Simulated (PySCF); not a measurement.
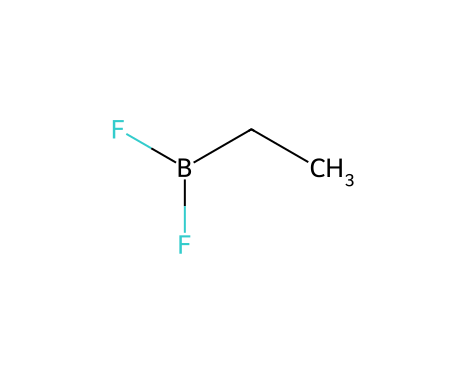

The drawing above gives the connectivity. The computed structure is the end point of a GFN2-xTB optimisation. No frequency run is at hand to confirm it as a minimum.

What does the molecule look like in three dimensions?

It has 10 atoms: 2 carbon, 5 hydrogen, 1 boron and 2 fluorine (C₂H₅BF₂). SMILES: `CCB(F)F`. It has no ring. Coordination: 2 C tetrahedral; 1 B trigonal planar.

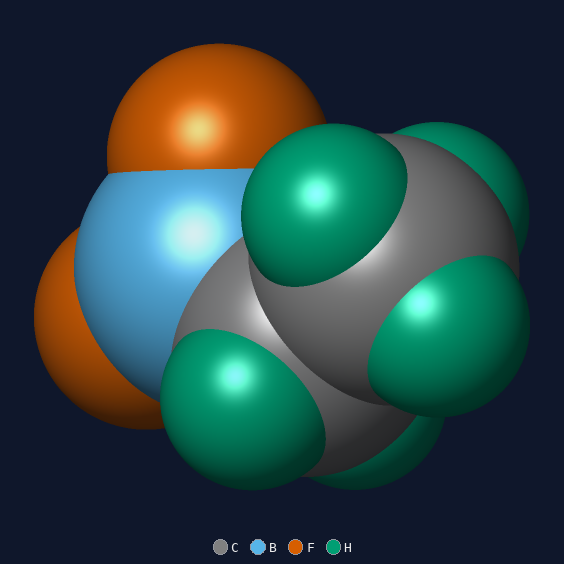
